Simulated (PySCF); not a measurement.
System: ClH$_{5}$SSi$_{2}$ (SMILES [SiH3]S[SiH2]Cl).

| atom | x (Å) | y (Å) | z (Å) |
| --- | --- | --- | --- |
| Si | -1.6964 | -0.0918 | -0.2490 |
| S | -0.0335 | 1.2386 | -0.5880 |
| Si | 1.6628 | 0.2451 | 0.2648 |
| Cl | 1.8724 | -1.6224 | -0.4533 |
| H | -2.8183 | 0.6799 | -0.7507 |
| H | -1.7731 | -0.3548 | 1.1833 |
| H | -1.4584 | -1.3191 | -0.9952 |
| H | 2.7788 | 1.0748 | -0.1421 |
| H | 1.4792 | 0.1556 | 1.7051 |

Geometry: GFN2-xTB, NEB image 0 of 0 to 8.

Theory: PBE0/pcSseg-1, SCF density, gas phase, non-relativistic (PySCF).

Q: What will maps of the electron density and electron localisation function show?

A: Si–S (2.14 Å): ρ is about 0.83 e/Å³ halfway; the ELF peaks at about 0.90 between the atoms; localised, covalent bonding.
Si–H (1.45 Å): ρ is about 0.85 e/Å³ halfway; the ELF climbs to about 1 towards the hydrogen, as it does in any bond to H.

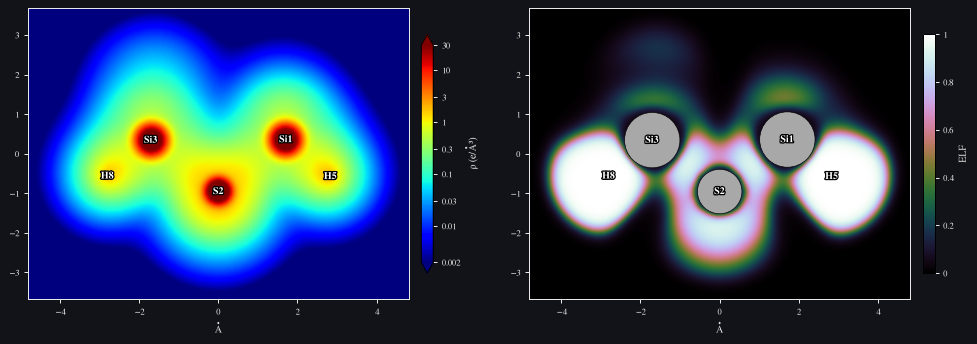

Computed electron density and electron localisation function on the plane of atoms Si1, S2 and Si3, in this order. Grey discs cover the atomic cores in the ELF map. 
